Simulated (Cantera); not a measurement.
Feed: 1 mol NF₃, 0.054 mol SO₂, 1.8 mol H₂, 0.8 mol H₂O, equilibrated at 1827 °C.

Method: chemical equilibrium by Gibbs-energy minimisation in Cantera with the NASA 1993 tables (ideal gas, pure condensed phases). Candidate condensed phases: H₂O, H₂SO₄, S; 62 gas species. The ideal-gas law is rough above about 30 bar. Equilibrium is a limit: real reactors are often held back by kinetics, nucleation or transport.

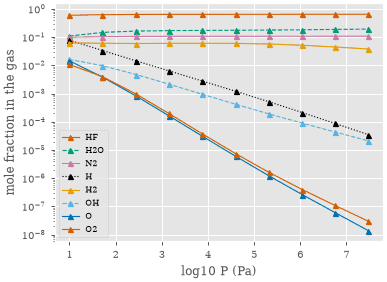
Figure: Equilibrium gas composition (values under 1e-9 drawn at 1e-9)

From 0.0750 Torr to 225000 Torr nothing is condensed.
